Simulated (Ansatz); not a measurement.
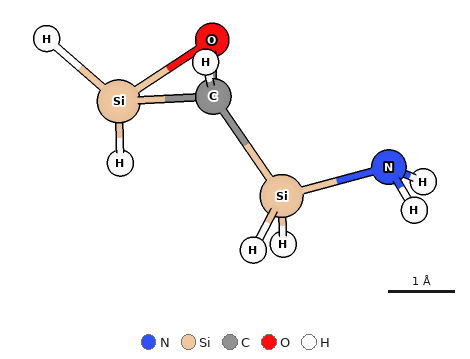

Fig. 1: The starting structure (ball-and-stick view, seen at a tilt). Bond lengths as drawn: C–H 1.07 Å, C–O 1.53 Å, C–Si 1.84 to 1.86 Å, H–N 0.97 to 1.07 Å, H–Si 1.44 to 1.47 Å, N–Si 1.71 Å and O–Si 1.71 Å.

# Geometry relaxation, with input and output: CH7NOSi2 (part 1 of 2)

System: CH7NOSi2, SMILES N[SiH2]C1O[SiH2]1.
Method: RKS B3LYP-D4/STO-3G (Ansatz 0.2.0).

It belongs to a series of runs on one base structure; here: end point B relaxed.

**Input file**
```yaml
crystal:
  periodic: [false, false, false]
  atoms:
    - { symbol: "N", position_ang: [-0.5941, -0.2091, 2.2547] }
    - { symbol: Si, position_ang: [-0.8291, -0.5369, 0.5955] }
    - { symbol: C, position_ang: [0.1133, 0.6845, -0.4032] }
    - { symbol: O, position_ang: [1.6243, 0.5064, -0.5438] }
    - { symbol: Si, position_ang: [0.8353, 0.0001, -1.9689] }
    - { symbol: H, position_ang: [-0.12232, -0.93599, 2.68079] }
    - { symbol: H, position_ang: [-1.55637, -0.25086, 2.71025] }
    - { symbol: H, position_ang: [-2.2241, -0.3952, 0.2743] }
    - { symbol: H, position_ang: [-0.3729, -1.9126, 0.4592] }
    - { symbol: H, position_ang: [-0.2373, 1.6924, -0.4016] }
    - { symbol: H, position_ang: [1.0592, -1.4464, -2.0961] }
    - { symbol: H, position_ang: [1.2237, 0.9647, -3.0109] }
basis:
  gaussian: { orbitals: STO-3G }
hamiltonian:
  xc: b3lyp
  dispersion: d4
relax:
  f_tol: 0.015
  max_steps: 40
```

Hardware: 1 thread of Arm Neoverse V1, 24 GiB of memory available, shared host.

Run as:
```bash
ansatz run input.yaml --threads 1 --pin off --max-ram 2048MiB --backend cpu --events-out ev --progress --plain --runs-dir out
```

**What the program printed**
```
The last accepted step is kept in [file] (removed where the run ends without a failure and the disk answers)
Engine: ansatz 0.2.0, aarch64-unknown-linux-gnu
Functional definition: B3LYP
  parameter a0 = 0.2
  parameter ax = 0.72
  parameter ac = 0.81
  exchange = (1 - a0 - ax)*slater_x + ax*b88_x + a0*exact_x
  correlation = (1 - ac)*vwn_rpa_c + ac*lyp_c
555 factors; integrals over basis functions are off by at most 1.1e-5 eV
mean field evaluation 1: about -20193.8793 eV, gradient 3.5e1 eV
mean field evaluation 2: about -20187.0928 eV, gradient 6.0e1 eV
mean field evaluation 4: about -20198.0805 eV, gradient 2.9e0 eV
mean field evaluation 8: about -20198.0667 eV, gradient 2.4e-2 eV
mean field -20198.06670337 eV, -742.2652606073 hartree, gradient 2.6e-5 eV, S^2 0.000000; 0 other end points of the search recorded, 0 dependent functions left out
the calculation of the forces begins
reference -20198.06690546 eV, -742.2652680341 hartree; 28, 28 occupied and 12, 12 virtual orbitals, 555 factors
relax step   1: F+E_penalty+E_count = -20198.51370173 eV  Δ(F+E_penalty+E_count) = +0.000e0 eV  max|allowed force component| = 3.727e0 eV/Å  Δτ_max = 0.0000 Å  (22 SCF iters, accepted)
these checks for a lower state are left out or cut short: starts, cluster_reference, orbital_swaps, neighbouring_geometries, increment
555 factors; integrals over basis functions are off by at most 1.2e-5 eV
mean field evaluation 16: about -20198.8523 eV, gradient 2.4e-1 eV
mean field -20198.80970111 eV, -742.2925652710 hartree, gradient 2.0e-5 eV, S^2 0.000000; 0 other end points of the search recorded, 0 dependent functions left out
the calculation of the forces begins
reference -20198.80990584 eV, -742.2925727946 hartree; 28, 28 occupied and 12, 12 virtual orbitals, 555 factors
relax step   2: F+E_penalty+E_count = -20199.24740595 eV  Δ(F+E_penalty+E_count) = -7.337e-1 eV  max|allowed force component| = 8.660e-1 eV/Å  Δτ_max = 0.1940 Å  (25 SCF iters, accepted)
these checks for a lower state are left out or cut short: starts, cluster_reference, orbital_swaps, neighbouring_geometries, increment
555 factors; integrals over basis functions are off by at most 1.6e-5 eV
mean field -20198.86954588 eV, -742.2947645256 hartree, gradient 1.0e-5 eV, S^2 0.000000; 0 other end points of the search recorded, 0 dependent functions left out
the calculation of the forces begins
reference -20198.86975177 eV, -742.2947720919 hartree; 28, 28 occupied and 12, 12 virtual orbitals, 555 factors
relax step   3: F+E_penalty+E_count = -20199.30635925 eV  Δ(F+E_penalty+E_count) = -5.895e-2 eV  max|allowed force component| = 3.104e-1 eV/Å  Δτ_max = 0.0928 Å  (27 SCF iters, accepted)
these checks for a lower state are left out or cut short: starts, cluster_reference, orbital_swaps, neighbouring_geometries, increment
555 factors; integrals over basis functions are off by at most 1.6e-5 eV
mean field evaluation 32: about -20198.8850 eV, gradient 9.8e-5 eV
mean field -20198.88504885 eV, -742.2953342492 hartree, gradient 1.0e-5 eV, S^2 0.000000; 0 other end points of the search recorded, 0 dependent functions left out
the calculation of the forces begins
reference -20198.88525526 eV, -742.2953418348 hartree; 28, 28 occupied and 12, 12 virtual orbitals, 555 factors
relax step   4: F+E_penalty+E_count = -20199.32148317 eV  Δ(F+E_penalty+E_count) = -1.512e-2 eV  max|allowed force component| = 2.795e-1 eV/Å  Δτ_max = 0.1042 Å  (25 SCF iters, accepted)
these checks for a lower state are left out or cut short: starts, cluster_reference, orbital_swaps, neighbouring_geometries, increment
555 factors; integrals over basis functions are off by at most 1.7e-5 eV
mean field -20198.89374086 eV, -742.2956536747 hartree, gradient 1.3e-5 eV, S^2 0.000000; 0 other end points of the search recorded, 0 dependent functions left out
the calculation of the forces begins
reference -20198.89394465 eV, -742.2956611638 hartree; 28, 28 occupied and 12, 12 virtual orbitals, 555 factors
relax step   5: F+E_penalty+E_count = -20199.32961375 eV  Δ(F+E_penalty+E_count) = -8.131e-3 eV  max|allowed force component| = 8.059e-1 eV/Å  Δτ_max = 0.1968 Å  (25 SCF iters, accepted)
these checks for a lower state are left out or cut short: starts, cluster_reference, orbital_swaps, neighbouring_geometries, increment
555 factors; integrals over basis functions are off by at most 1.6e-5 eV
mean field -20198.92705775 eV, -742.2968780479 hartree, gradient 1.4e-5 eV, S^2 0.000000; 0 other end points of the search recorded, 0 dependent functions left out
the calculation of the forces begins
reference -20198.92726182 eV, -742.2968855471 hartree; 28, 28 occupied and 12, 12 virtual orbitals, 555 factors
relax step   6: F+E_penalty+E_count = -20199.36425840 eV  Δ(F+E_penalty+E_count) = -3.464e-2 eV  max|allowed force component| = 1.311e-1 eV/Å  Δτ_max = 0.2000 Å  (26 SCF iters, accepted)
these checks for a lower state are left out or cut short: starts, cluster_reference, orbital_swaps, neighbouring_geometries, increment
555 factors; integrals over basis functions are off by at most 1.6e-5 eV
mean field -20198.93821497 eV, -742.2972880680 hartree, gradient 1.4e-5 eV, S^2 0.000000; 0 other end points of the search recorded, 0 dependent functions left out
the calculation of the forces begins
reference -20198.93841690 eV, -742.2972954887 hartree; 28, 28 occupied and 12, 12 virtual orbitals, 555 factors
relax step   7: F+E_penalty+E_count = -20199.37539352 eV  Δ(F+E_penalty+E_count) = -1.114e-2 eV  max|allowed force component| = 1.823e-1 eV/Å  Δτ_max = 0.2000 Å  (25 SCF iters, accepted)
these checks for a lower state are left out or cut short: starts, cluster_reference, orbital_swaps, neighbouring_geometries, increment
555 factors; integrals over basis functions are off by at most 1.6e-5 eV
mean field -20198.94007583 eV, -742.2973564536 hartree, gradient 1.0e-5 eV, S^2 0.000000; 0 other end points of the search recorded, 0 dependent functions left out
the calculation of the forces begins
reference -20198.94027767 eV, -742.2973638709 hartree; 28, 28 occupied and 12, 12 virtual orbitals, 555 factors
relax step   8: F+E_penalty+E_count = -20199.37784806 eV  Δ(F+E_penalty+E_count) = -2.455e-3 eV  max|allowed force component| = 8.352e-2 eV/Å  Δτ_max = 0.0596 Å  (27 SCF iters, accepted)
these checks for a lower state are left out or cut short: starts, cluster_reference, orbital_swaps, neighbouring_geometries, increment
555 factors; integrals over basis functions are off by at most 1.6e-5 eV
mean field evaluation 64: about -20198.9811 eV, gradient 6.3e-1 eV
mean field -20198.94014181 eV, -742.2973588783 hartree, gradient 1.0e-5 eV, S^2 0.000000; 0 other end points of the search recorded, 0 dependent functions left out
the calculation of the forces begins
reference -20198.94034391 eV, -742.2973663052 hartree; 28, 28 occupied and 12, 12 virtual orbitals, 555 factors
relax step   9: F+E_penalty+E_count = -20199.37811319 eV  Δ(F+E_penalty+E_count) = -2.651e-4 eV  max|allowed force component| = 2.573e-2 eV/Å  Δτ_max = 0.0169 Å  (29 SCF iters, accepted)
these checks for a lower state are left out or cut short: starts, cluster_reference, orbital_swaps, neighbouring_geometries, increment
555 factors; integrals over basis functions are off by at most 1.6e-5 eV
mean field -20198.94059828 eV, -742.2973756530 hartree, gradient 1.0e-5 eV, S^2 0.000000; 0 other end points of the search recorded, 0 dependent functions left out
the calculation of the forces begins
reference -20198.94080068 eV, -742.2973830911 hartree; 28, 28 occupied and 12, 12 virtual orbitals, 555 factors
relax step  10: F+E_penalty+E_count = -20199.37825208 eV  Δ(F+E_penalty+E_count) = -1.389e-4 eV  max|allowed force component| = 2.610e-2 eV/Å  Δτ_max = 0.0161 Å  (29 SCF iters, accepted)
these checks for a lower state are left out or cut short: starts, cluster_reference, orbital_swaps, neighbouring_geometries, increment
555 factors; integrals over basis functions are off by at most 1.7e-5 eV
mean field -20198.94058853 eV, -742.2973752949 hartree, gradient 1.0e-5 eV, S^2 0.000000; 0 other end points of the search recorded, 0 dependent functions left out
the calculation of the forces begins
reference -20198.94079117 eV, -742.2973827415 hartree; 28, 28 occupied and 12, 12 virtual orbitals, 555 factors
relax step  11: F+E_penalty+E_count = -20199.37835204 eV  Δ(F+E_penalty+E_count) = -9.996e-5 eV  max|allowed force component| = 9.986e-3 eV/Å  Δτ_max = 0.0129 Å  (29 SCF iters, accepted)
555 factors; integrals over basis functions are off by at most 1.7e-5 eV
mean field evaluation 96: about -20198.9406 eV, gradient 7.8e-4 eV
```

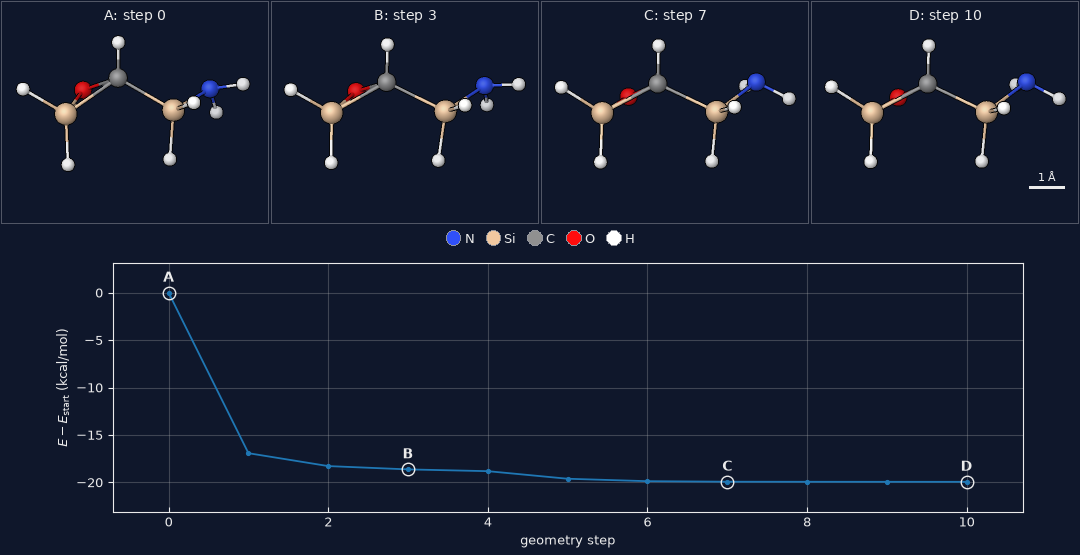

Fig. 2: Frames of the relaxation (ball-and-stick view, seen at a tilt) above the curves, on which the letters mark them (the first geometry is step 0 here and step 1 in the log).

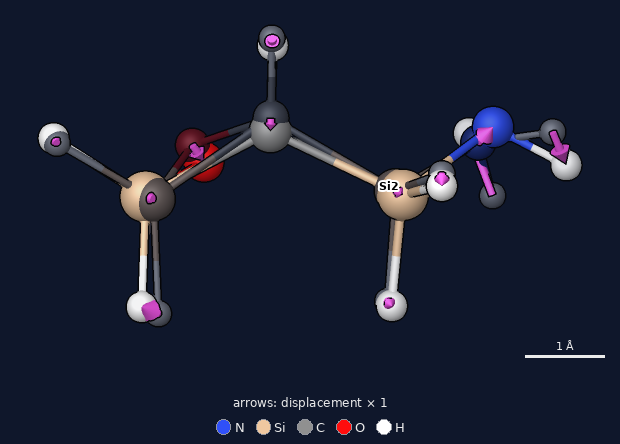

Fig. 3: Start (faint) and end (solid) with the displacements as pink arrows, at true length (ball-and-stick view, seen at a tilt). The two geometries are laid on each other by the best rigid fit. H6 moves most after the best rigid fit: 0.86 Å. Largest moves by element: H 0.86 Å, N 0.35 Å, O 0.29 Å, C 0.17 Å, Si 0.15 Å. Among the contacts that change: N1–H6 0.966 → 1.052 Å, N1–Si2 1.708 → 1.780 Å, Si2–C3 1.838 → 1.877 Å, C3–H10 1.067 → 1.107 Å. Among the angles that change: O4–Si5–H12 106.0° → 117.3°, N1–Si2–H9 103.3° → 114.4°, Si2–C3–Si5 114.4° → 125.0°. Over 10 geometry steps the energy falls by 19.9 kcal/mol. The largest force component goes from 3.7 to 0.01 eV/Å. (Atoms are counted from 1 in the order of the input.)

```
mean field -20198.94058853 eV, -742.2973752949 hartree, gradient 1.0e-5 eV, S^2 0.000000; 1 other end points of the search recorded, 0 dependent functions left out
the calculation of the forces begins
reference -20198.94079117 eV, -742.2973827415 hartree; 28, 28 occupied and 12, 12 virtual orbitals, 555 factors
Total energy: -20199.37855467 eV, -742.3134702538 hartree
Atom 0 at    -0.901145    -0.047437     2.298139 Å, force    -0.001263    -0.005473    -0.009986 eV/Å
Atom 1 at    -0.937673    -0.602426     0.606968 Å, force    -0.004883     0.002637     0.001176 eV/Å
Atom 2 at     0.164376     0.519776    -0.418228 Å, force    -0.004877    -0.002672    -0.000801 eV/Å
Atom 3 at     1.659791     0.244814    -0.386795 Å, force     0.001303    -0.001428    -0.003414 eV/Å
Atom 4 at     0.977881     0.046285    -1.974960 Å, force     0.000351     0.003591     0.004418 eV/Å
Atom 5 at     0.079155    -0.117545     2.673754 Å, force    -0.000757    -0.001021    -0.001848 eV/Å
Atom 6 at    -1.447098    -0.711407     2.905761 Å, force    -0.000696     0.000245     0.004158 eV/Å
Atom 7 at    -2.312781    -0.519543     0.164055 Å, force     0.006893    -0.001054     0.003637 eV/Å
Atom 8 at    -0.497150    -1.975689     0.415810 Å, force     0.000228     0.005713     0.003754 eV/Å
```
